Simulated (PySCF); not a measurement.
# C5H12N2: the cost of one run

Programs: PySCF 2.14.0, with routines of our own; each step states its level. All values are computed. Atoms count from 0.

## 1. The system as given

19 atoms, charge 0, multiplicity 1; geometry from: GFN2-xTB.

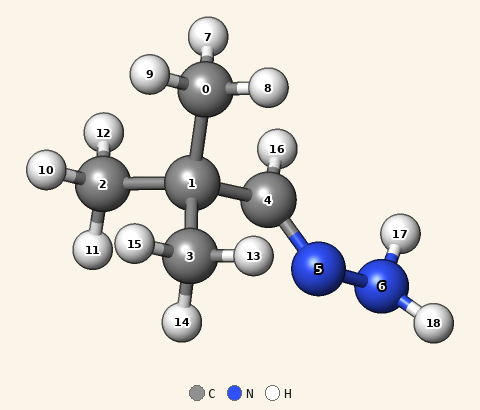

The starting geometry (carbon grey, nitrogen blue, hydrogen white).

## 2. Relaxing the molecule at B3LYP/def2-SV(P)

The job: settings as JSON, then the geometry in Å.

```
{"job": {"xc": "B3LYP", "basis": "def2-SV(P)", "grid": 1, "kind": "geom"}, "charge": 0, "multiplicity": 1}
C     -1.431798    -0.647641     1.030787
C     -0.506001    -0.133824    -0.078911
C     -1.252735     0.908052    -0.922519
C     -0.058602    -1.295555    -0.963540
C      0.678404     0.536385     0.553645
N      1.862866     0.187590     0.290495
N      2.910452     0.877326     0.786637
H     -1.747743     0.167572     1.678787
H     -0.920120    -1.392000     1.636911
H     -2.318654    -1.105790     0.598714
H     -2.135454     0.461816    -1.375333
H     -0.608532     1.283946    -1.714010
H     -1.568448     1.748164    -0.306957
H      0.478445    -2.031849    -0.372575
H      0.608611    -0.937211    -1.741532
H     -0.921090    -1.771762    -1.424287
H      0.454154     1.361476     1.245452
H      2.730995     1.489609     1.583381
H      3.735448     0.302946     0.875661
```

Run with:

```bash
> OMP_NUM_THREADS=1 python excited_run.py task.json out
```

The driver reads the jobs from task.json and runs them one after another.

**Question.** How long does this first job take on 1 thread of Arm Neoverse N1, shared host, and how much memory does it need?

About 53 s, with a peak of 0.57 GiB.
